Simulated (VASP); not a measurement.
Band structure of MoTe2 (2H layered). All values below come from r2SCAN meta-GGA with spin-orbit coupling, VASP's PBE PAW potentials (set 64) (plane waves; VASP 6.6.1).

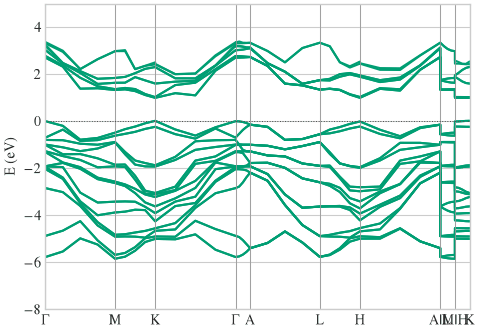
*Bands along high-symmetry lines, zero at the valence-band maximum or, without a gap, the Fermi level*

Problem. Read the plot: is there a gap, and where are the band edges?

Solution. The gap is direct, 0.98 eV, from the valence maximum at K to the conduction minimum at K.

Measured: gap 1.06 eV at 4 K (computed value off by -0.08 eV), as given by Desman Perdamaian Gulo et al., Physical Review Materials (2023), doi:10.1103/physrevmaterials.7.044001.

The compound is MoTe2 in the 2H layered structure. It was relaxed first, which changed the volume by +7 %.
